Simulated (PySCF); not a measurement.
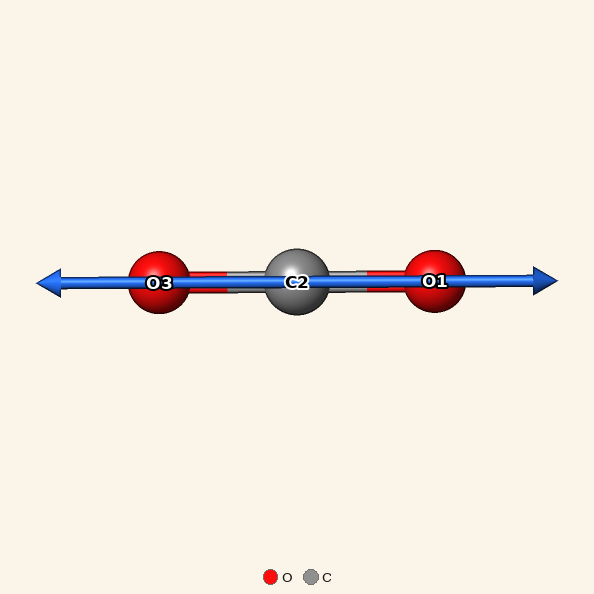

The double arrow shows the direction of the transition dipole to excited singlet state 6 (its length means nothing). The geometry was computed by an optimisation with PBE0-D3(BJ)/def2-SVP. No frequency run is at hand to confirm it as a minimum. Method: TDDFT PBE0/def2-SVPD, vertical, gas phase, core orbitals frozen in the response (PySCF 2.14.0).

How is the transition polarised?

Answer. Along the molecular axis.

Where does the transition lie, and how strong is it?

Answer. 11.84 eV (105 nm), oscillator strength 0.34, of mixed character, with the largest part HOMO−1 → LUMO+4 (weight 0.42); transition dipole 2.75 D.
